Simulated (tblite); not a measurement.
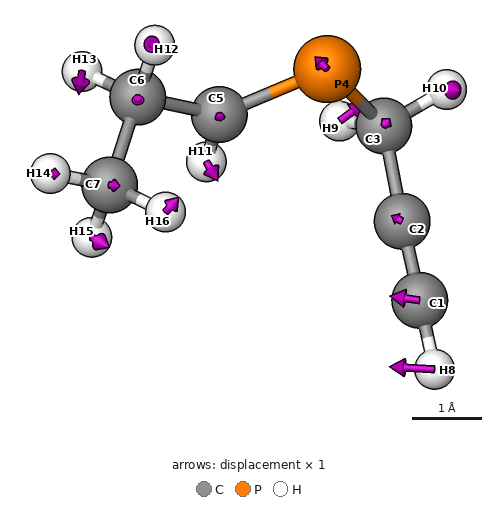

A relaxation of C6H9P. The starting structure is drawn; purple arrows show the displacements, at their true length. The two geometries are superimposed by the best rigid fit.

The picture is a ball-and-stick view, seen at a tilt.

The calculation used GFN2-xTB geometry optimisation, gas phase in tblite. 

Which element moves most?

Answer. Hydrogen: up to 0.70 Å, against 0.47 Å for carbon.

Describe the change and its energy.

Answer. The atom that moves furthest after the best rigid fit is H8 (0.70 Å). Largest moves by element: H 0.70 Å, C 0.47 Å, P 0.30 Å. Among the contacts that change: P4–C5 1.717 → 1.671 Å, C5–H11 1.110 → 1.084 Å, C5–C6 1.512 → 1.491 Å, C7–H16 1.109 → 1.088 Å. Among the angles between lasting bonds that change: P4–C5–C6 128.4° → 123.2°, P4–C5–H11 116.7° → 121.0°, C2–C3–P4 109.4° → 112.5°. Groups turn about C3–P4 by about 30°. The energy falls by 0.135 eV in 124 geometry steps.
